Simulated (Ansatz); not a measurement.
Process, species as SMILES: N=C=O + 4 [H][H] (H2) → C (CH4) + N (NH3) + O (H2O)
B3LYP-D3(BJ)/def2-TZVP geometries, fixed; electronic energies without zero-point terms.
Largest species:
```
C
H 1 1.0892
H 1 1.0892 2 109.47
H 1 1.0892 2 109.47 3 120.00
H 1 1.0892 2 109.47 3 -120.00
```

Basis-set convergence of the energy of full hydrogenation at CCSD(T) with Ansatz (a program for electronic structure). Cartesian d functions, on some or all atoms, in 6-31+G*; all else is spherical. Cores are frozen. No added dispersion term, no relativity. Functions are those of the species that has most. Reference: Hartree-Fock in aug-cc-pVQZ plus the correlation part extrapolated as X^-3 from aug-cc-pVTZ and aug-cc-pVQZ, -79.46 kcal/mol, itself unsure by roughly 0.20 kcal/mol (a third of the extrapolation step and of the last Hartree-Fock step). Deviations are taken from unrounded values. Cost is core time over that of def2-SVPD, rough, on shared machines of one kind; a dash marks a row that isn't timed (too short, read off another run, short of memory, by another algorithm or on other hardware).

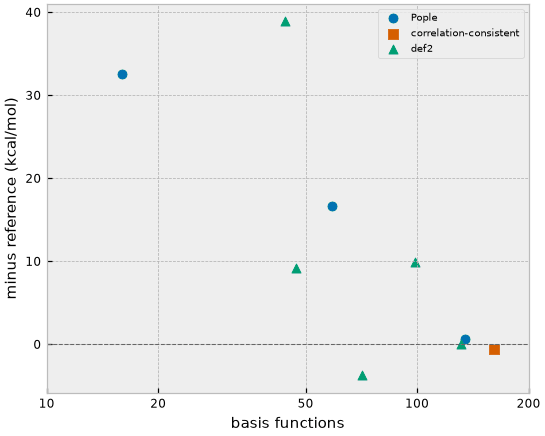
Fig. 1. Deviation from the reference against the number of basis functions, by family of sets.

```
basis              functions  energy of full hydrogenation (kcal/mol)  minus reference (kcal/mol)  cost
-----------------  ---------  ---------------------------------------  --------------------------  ----
STO-3G                    16                                   -46.94                       32.52     -
def2-SV(P)                44                                   -40.56                       38.90     -
def2-SVP                  47                                   -70.29                        9.17  0.7×
6-31+G*                   59                                   -62.79                       16.67  0.7×
def2-SVPD                 71                                   -83.21                       -3.75    1×
def2-TZVP                 99                                   -69.55                        9.91    1×
def2-TZVPPD              131                                   -79.49                       -0.03    3×
6-311++G(3df,3pd)        135                                   -78.80                        0.66    3×
aug-cc-pVTZ              161                                   -80.08                       -0.62    6×
```
